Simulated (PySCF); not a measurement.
```yaml
atoms:
  - { symbol: C, position_ang: [-1.9121, -0.6009, 1.7370] }
  - { symbol: Si, position_ang: [-0.9828, -0.5270, 0.0712] }
  - { symbol: Si, position_ang: [-1.6249, 1.2371, -1.3041] }
  - { symbol: C, position_ang: [-1.3628, -2.1611, -0.7732] }
  - { symbol: N, position_ang: [-1.6166, -3.1360, -1.3207] }
  - { symbol: C, position_ang: [0.8963, -0.6194, 0.4113] }
  - { symbol: C, position_ang: [1.7788, -0.5169, -0.8482] }
  - { symbol: C, position_ang: [2.1056, 0.9360, -0.4810] }
  - { symbol: C, position_ang: [1.5050, 0.7060, 0.9111] }
  - { symbol: H, position_ang: [-1.7223, 0.2924, 2.3259] }
  - { symbol: H, position_ang: [-2.9849, -0.6701, 1.5814] }
  - { symbol: H, position_ang: [-1.6111, -1.4584, 2.3332] }
  - { symbol: H, position_ang: [-3.0477, 1.1746, -1.6432] }
  - { symbol: H, position_ang: [-1.3949, 2.5235, -0.6353] }
  - { symbol: H, position_ang: [-0.8705, 1.2653, -2.5599] }
  - { symbol: H, position_ang: [1.1372, -1.4775, 1.0432] }
  - { symbol: H, position_ang: [2.6502, -1.1682, -0.8059] }
  - { symbol: H, position_ang: [1.2819, -0.6715, -1.8054] }
  - { symbol: H, position_ang: [3.1582, 1.2114, -0.5084] }
  - { symbol: H, position_ang: [1.5381, 1.6553, -1.0697] }
  - { symbol: H, position_ang: [2.2625, 0.5587, 1.6797] }
  - { symbol: H, position_ang: [0.8062, 1.4661, 1.2593] }
```

Geometry: GFN2-xTB.

These are results of PySCF 2.14.0, PBE0/pcSseg-1, SCF density, gas phase, non-relativistic, not measurements.

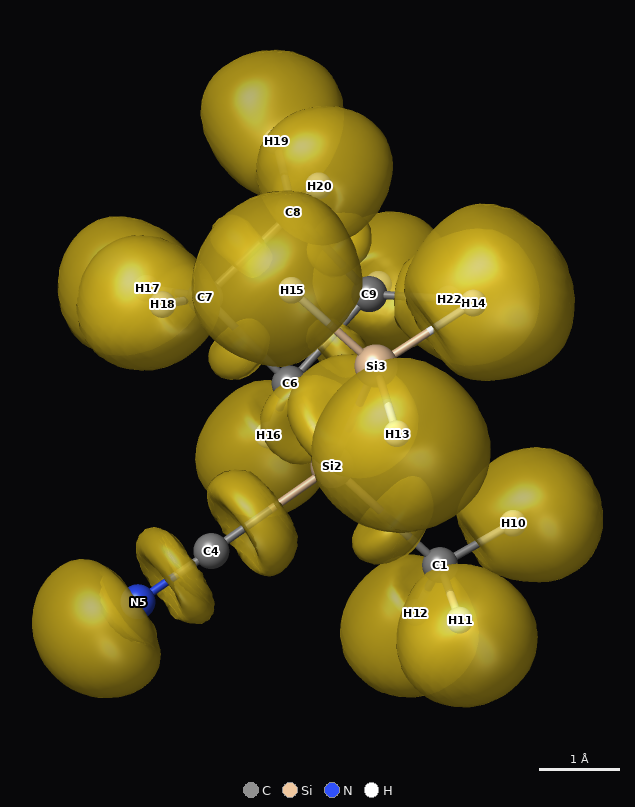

C$_{6}$H$_{13}$NSi$_{2}$. Isosurface of the electron localisation function at 0.8 (yellow), seen at an oblique angle. Only the valence region is drawn (cores and ρ < 0.01 e/Å³ removed).

Identify the bonds, lone pairs and shells in this picture.

Answer. At this value the surface marks out four regions between bonded C–C atoms (shared pairs), one region between bonded C–N atoms (shared pairs), three regions between bonded C–Si atoms (shared pairs), one region between bonded Si–Si atoms (shared pairs), 13 regions around hydrogen nuclei and one lobe on N, pointing away from the bonds (lone pairs). Along the contacts the grid gives the following. C–N (1.15 Å): the ELF peaks at about 0.85 between the atoms (a short, multiple covalent bond). C–C (1.53 Å): the ELF peaks at about 0.95 between the atoms; a shared electron pair.
